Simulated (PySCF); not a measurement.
**EPR calculation of CH8Si3**

The run: EPR calculation of CH8Si3, multiplicity 3, SMILES [SiH3]C[Si][SiH3]. Method and program: UKS B3LYP, IGLO-III on C Si, pcH-1 on H, non-relativistic, mean-field spin-orbit, GIAO (PySCF 2.14.0).

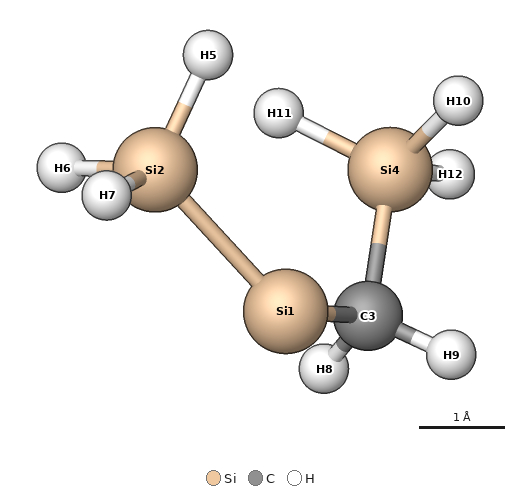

**Figure 1.** The input geometry (ball-and-stick view, seen at a tilt; atoms are numbered from 1 in the order of the input). Bond lengths as drawn: C–H 1.10 Å, C–Si 1.89 to 1.90 Å, H–Si 1.49 to 1.50 Å and Si–Si 2.33 Å.

### Results in brief

```json
{"quantity": "outcome", "value": "converged"}
{"quantity": "total energy", "value": "−911.412762 hartree"}
{"quantity": "⟨S²⟩", "value": "2.003"}
{"quantity": "isotropic g", "value": "2.0030"}
{"quantity": "hardware", "value": "1 CPU thread, shared host"}
{"quantity": "wall time", "value": "72 s"}
{"quantity": "peak memory", "value": "0.91 GiB"}
```

### Input file
```
{"job": {"kind": "epr"}, "charge": 0, "multiplicity": 3}
Si     0.703852    -0.603684    -1.362142
Si     2.233059     0.583381    -0.071979
C     -1.007320    -1.076795    -0.699011
Si    -1.621064     0.174986     0.573307
H      1.726292     1.940089     0.312118
H      2.596406    -0.149699     1.183281
H      3.458480     0.744440    -0.911654
H     -0.981799    -2.083626    -0.247907
H     -1.725755    -1.110087    -1.535779
H     -1.767246     1.518797    -0.062346
H     -0.633706     0.283628     1.692195
H     -2.939782    -0.243539     1.144259
```

The first line tells a small driver script what to run in PySCF; the rest is the geometry in Å.

Launch command:
```bash
OMP_NUM_THREADS=1 python <driver script> task.json out
```

### Log
```
UKS, coarse grid
  cycle   1  E = -911.37331284  |g| = 3.00e-01
  cycle   2  E = -911.33980046  |g| = 3.69e-01
  cycle   3  E = -911.41016217  |g| = 6.54e-02
  cycle   4  E = -911.41265901  |g| = 1.28e-02
  cycle   5  E = -911.41276861  |g| = 4.81e-03
  cycle   6  E = -911.41278507  |g| = 1.29e-03
  cycle   7  E = -911.41278681  |g| = 4.75e-04
UKS, final grid
  cycle   1  E = -911.41276138  |g| = 4.59e-04
  cycle   2  E = -911.41276138  |g| = 4.83e-04
  cycle   3  E = -911.41276152  |g| = 4.28e-05
  cycle   4  E = -911.41276152  |g| = 1.90e-05
E = -911.41276152 Eh   <S^2> = 2.0035 (exact 2.0000)
g shifts (ppm)      1          2          3
  rmc          -129       -129       -129
  gc             30         50         12
  oz_so        -897       1317       1820
  total        -995       1238       1702
hyperfine (MHz)  atom isotope    a_iso     a_fc   dipolar eigenvalues
    0  29Si    -333.47    -334.83    -61.00    -21.37     82.37
    1  29Si     -50.77     -50.87    -15.67      7.16      8.50
    2   13C      11.23      11.21     -4.41     -3.04      7.46
    3  29Si     -25.40     -25.42     -3.80      1.39      2.41
    4    1H      41.20      41.19     -2.49     -0.63      3.13
    5    1H      41.22      41.22     -2.48     -0.64      3.12
    6    1H      -6.04      -6.04     -2.17     -1.89      4.06
    7    1H      30.08      30.07     -4.08     -1.17      5.25
    8    1H      12.37      12.36     -3.80     -2.42      6.21
    9    1H      -0.76      -0.76     -1.70     -0.97      2.67
   10    1H      -0.28      -0.28     -1.68     -0.90      2.58
   11    1H      17.56      17.56     -0.94     -0.62      1.56
zero-field splitting (cm-1)  D = 11.5330  E = 0.0152  (spin-spin 0.1562, spin-orbit 11.3815)
```

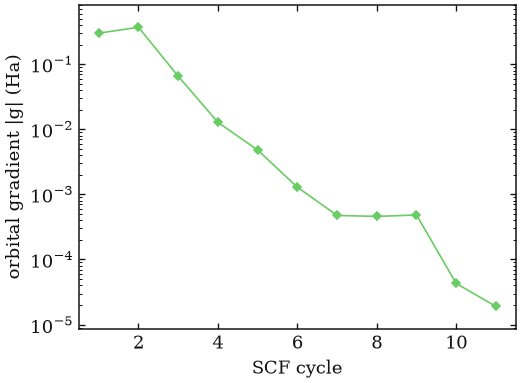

**Figure 2.** Convergence of the self-consistent field: orbital gradient |g| against the SCF cycle. All cycles printed in the log are drawn one after another.

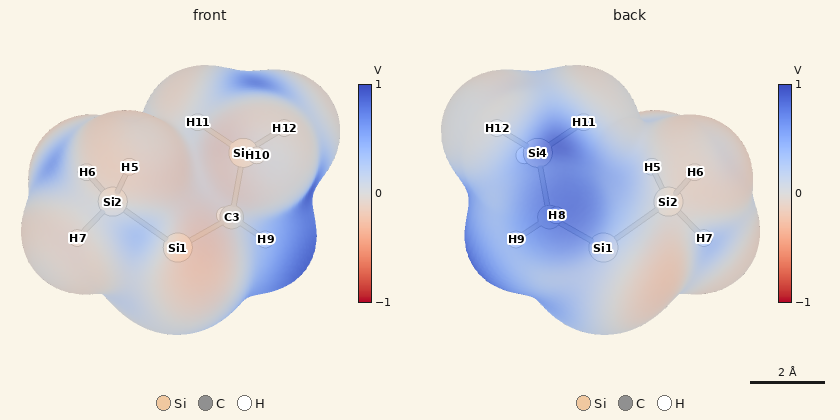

**Figure 3.** The electrostatic potential painted on the density surface at 0.001 e/bohr³, seen at a tilt and from behind; the colour scale runs from red (negative) to blue (positive).

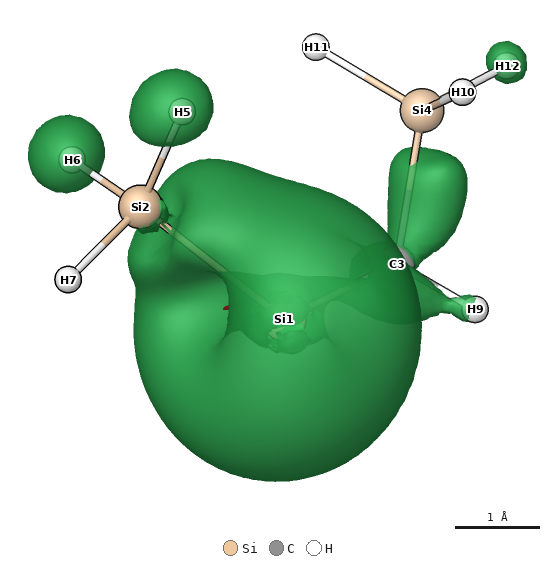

**Figure 4.** Isosurfaces of the spin density at +0.02 (green) and −0.02 e/Å³ (red), seen at a tilt. The unpaired spin (2 electrons) lies mostly on Si1 (about 1.5), Si2 (about 0.2) and C3 (about 0.1), in electrons by Hirshfeld's partition.
